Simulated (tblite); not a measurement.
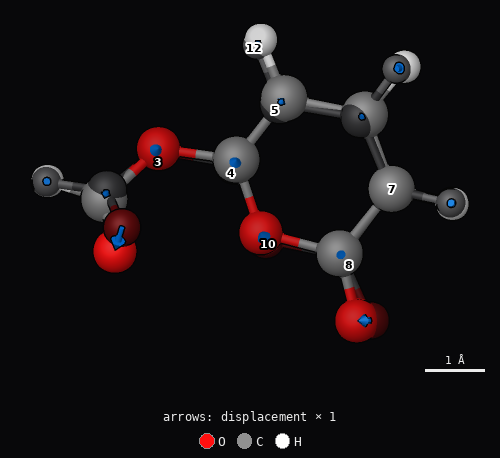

This is a relaxation of C6H4O4. The starting structure is drawn faded, the final one solid; blue arrows show the displacements, at their true length. The two geometries are superimposed by the best rigid fit.

A ball-and-stick model, seen face on.

Method: tblite 0.8.0, GFN2-xTB geometry optimisation, gas phase. 

Atoms of which element are displaced furthest, and by how much?

Oxygen: up to 0.54 Å, against 0.26 Å for hydrogen.

Describe the change and its energy.

The largest move after the best rigid fit is that of an O atom, 0.54 Å. By element the largest moves are O 0.54 Å, H 0.26 Å, C 0.22 Å. Some distances before and after: C–O 1.405 → 1.324 Å, C–O 1.410 → 1.367 Å, C–O 1.360 → 1.401 Å, C–O 1.222 → 1.184 Å. Among the angles between lasting bonds that change: C–O–C 111.6° → 121.1°, C–C–O 119.9° → 127.5°, O–C–O 123.0° → 117.5°. Groups turn about C–O by about 25°. After 68 geometry steps the energy has fallen by 9.13 kcal/mol.
